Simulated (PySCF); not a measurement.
# BH3 (SMILES [H]B([H])[H]): PBE0/6-31G

What is the energy change on altering one bond length of BH3 at PBE0/6-31G? 

The results are computed with PySCF 2.14.0.

12 further runs of the same task are left out: 1 that didn't finish, 11 set aside as unsound or not needed.

### Step 1. The structure to begin with

BH3 has 4 atoms, charge 0, and is taken as a singlet. As SMILES, `[H]B([H])[H]`. Geometry: relaxed at GFN2-xTB.

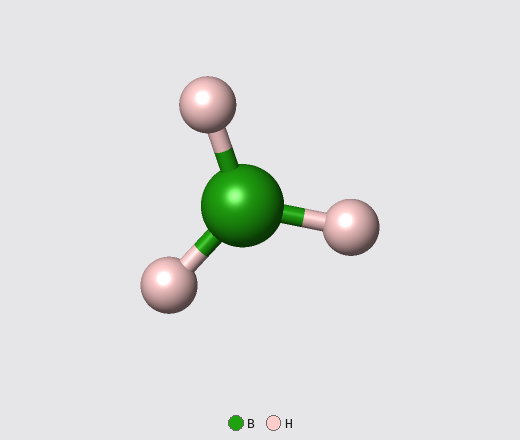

The structure, seen from a chosen angle (boron green, hydrogen pink).

### Step 2. A single-point energy at PBE0/6-31G

input.xyz

```xyz
4

B      0.000060     0.000030    -0.001400
H      1.163870    -0.030320     0.015280
H     -0.555340     1.023410    -0.018650
H     -0.608600    -0.993120     0.004770
```

run.py

```python
from pyscf import gto, dft

mol = gto.M(
    atom='input.xyz',
    basis='6-31g',
    max_memory=1860,
    spin=0,
    verbose=4,
)

calc0 = dft.RKS(mol)
calc0.xc = 'pbe0'
calc0.conv_tol = 1e-10
calc0.grids.level = 5
calc0.kernel()
if not calc0.converged:
    calc0 = calc0.newton().run(calc0.mo_coeff, calc0.mo_occ)

energy = calc0.e_tot
print('Final energy', energy)
```

On the command line:

```
$ OMP_NUM_THREADS=1 python run.py
```

Output:

```text
PySCF version 2.14.0

[INPUT] num. atoms = 4
[INPUT] num. electrons = 8
[INPUT] charge = 0
[INPUT] spin (= nelec alpha-beta = 2S) = 0
[INPUT] symmetry False subgroup None
[INPUT] Mole.unit = angstrom
[INPUT] Symbol           X                Y                Z      unit          X                Y                Z       unit  Magmom
[INPUT]  1 B      0.000060000000   0.000030000000  -0.001400000000 AA    0.000113383567   0.000056691784  -0.002645616574 Bohr   0.0
[INPUT]  2 H      1.163870000000  -0.030320000000   0.015280000000 AA    2.199395544598  -0.057296496097   0.028875015183 Bohr   0.0
[INPUT]  3 H     -0.555340000000   1.023410000000  -0.018650000000 AA   -1.049440506016   1.933964613141  -0.035243392223 Bohr   0.0
[INPUT]  4 H     -0.608600000000  -0.993120000000   0.004770000000 AA   -1.150087319410  -1.876724808828   0.009013993614 Bohr   0.0

nuclear repulsion = 7.60308191129664
number of shells = 11
number of NR pGTOs = 34
number of NR cGTOs = 15
basis = 6-31g
ecp = {}

******** <class 'pyscf.dft.rks.RKS'> ********
method = RKS
initial guess = minao
damping factor = 0
level_shift factor = 0
DIIS = <class 'pyscf.scf.diis.CDIIS'>
diis_start_cycle = 1
diis_space = 8
diis_damp = 0
SCF conv_tol = 1e-10
SCF conv_tol_grad = None
SCF max_cycles = 50
direct_scf = True
direct_scf_tol = 1e-13
XC library pyscf.dft.libxc version 7.0.0
    S. Lehtola, C. Steigemann, M. J.T. Oliveira, and M. A.L. Marques.,  SoftwareX 7, 1–5 (2018)
XC functionals = pbe0
radial grids:
    Treutler-Ahlrichs [JCP 102, 346 (1995); DOI:10.1063/1.469408] (M4) radial grids

becke partition: Becke, JCP 88, 2547 (1988); DOI:10.1063/1.454033
pruning grids: <function nwchem_prune>
grids dens level: 5
symmetrized grids: False
atomic radii adjust function: <function treutler_atomic_radii_adjust>
small_rho_cutoff = 0
Set gradient conv threshold to 1e-05
Initial guess from minao.
tot grids = 113784
init E= -26.3308328325993
  HOMO = -0.391752560445854  LUMO = -0.125744932538006  gap/eV = 7.23844
cycle= 1 E= -26.5458661049588  delta_E= -0.215  |g|= 0.0719  |ddm|= 1.39
  HOMO = -0.351684754324649  LUMO = -0.0474803507718831  gap/eV = 8.27782
cycle= 2 E= -26.5479417075447  delta_E= -0.00208  |g|= 0.0253  |ddm|= 0.124
  HOMO = -0.365492432173871  LUMO = -0.0605885516644087  gap/eV = 8.29686
cycle= 3 E= -26.548179009896  delta_E= -0.000237  |g|= 0.00693  |ddm|= 0.0373
  HOMO = -0.364725673088116  LUMO = -0.0588506211258495  gap/eV = 8.32328
cycle= 4 E= -26.5481962538095  delta_E= -1.72e-05  |g|= 0.000215  |ddm|= 0.00747
  HOMO = -0.364595454157889  LUMO = -0.0587590034963215  gap/eV = 8.32223
cycle= 5 E= -26.548196281603  delta_E= -2.78e-08  |g|= 8.7e-06  |ddm|= 0.000503
  HOMO = -0.364595594676607  LUMO = -0.0587579324368976  gap/eV = 8.32227
cycle= 6 E= -26.5481962816408  delta_E= -3.77e-11  |g|= 4.34e-07  |ddm|= 3.25e-05
  HOMO = -0.364595548022475  LUMO = -0.0587578071663588  gap/eV = 8.32227
Extra cycle  E= -26.5481962816409  delta_E= -1.14e-13  |g|= 1.58e-07  |ddm|= 1.25e-06
converged SCF energy = -26.5481962816409
Final energy -26.548196281640873
```

It took 1.4 s on 1 thread of Arm Neoverse V1, shared host; peak memory 0.16 GiB.

### Step 3. The distorted shape

input.py

```python
from pyscf import gto, dft

mol = gto.Mole()
mol.atom = '''
B        0.999772      -1.842040       0.029650
H        2.163582      -1.872390       0.046330
H       -0.555340       1.023410      -0.018650
H        0.391112      -2.835190       0.035820
'''
mol.spin = 0
mol.charge = 0
mol.max_memory = 1860
mol.verbose = 3
mol.basis = '6-31g'
mol.build()

ks = dft.RKS(mol)
ks.xc = 'pbe0'
ks.conv_tol = 1e-10
ks.grids.level = 5
ks.kernel()
if not ks.converged:
    ks = ks.newton().run(ks.mo_coeff, ks.mo_occ)

energy = ks.e_tot
print('E = %.10f Eh' % energy)
```

On the command line:

```
$ OMP_NUM_THREADS=1 python input.py
```

Output:

```text
converged SCF energy = -26.3311705625101
E = -26.3311705625 Eh
```

Wall time 1.7 s (1 thread of Arm Neoverse V1, shared host); peak memory 0.16 GiB.

### Step 4. Summary of results

At PBE0/6-31G:

```
                                                         quantity         value
                                        first shape: total energy  -26.54820 Eh
                                       first shape: dipole moment        0.00 D
                                         first shape: HOMO energy      -9.92 eV
                                         first shape: LUMO energy      -1.60 eV
                                       first shape: HOMO–LUMO gap       8.32 eV
                                    distorted shape: total energy  -26.33117 Eh
                                   distorted shape: dipole moment        2.83 D
                                     distorted shape: HOMO energy      -5.97 eV
                                     distorted shape: LUMO energy      -3.50 eV
                                   distorted shape: HOMO–LUMO gap       2.47 eV
energy change with the B1–H3 bond stretched from 1.165 to 3.261 Å      5.906 eV
```

What this shows: One bond (distorted shape) is far stretched, which a spin-restricted single reference describes badly; a broken-symmetry solution may lie lower. With the B1–H3 bond stretched from 1.165 to 3.261 Å the energy rises by 5.91 eV (136 kcal/mol). The first shape isn't relaxed at this level, so the change isn't measured from a minimum. A restricted reference can't describe the breaking bond well at this length. Mulliken charges (distorted shape) run from -0.15 on H3 to +0.13 on B1; they depend strongly on the basis.
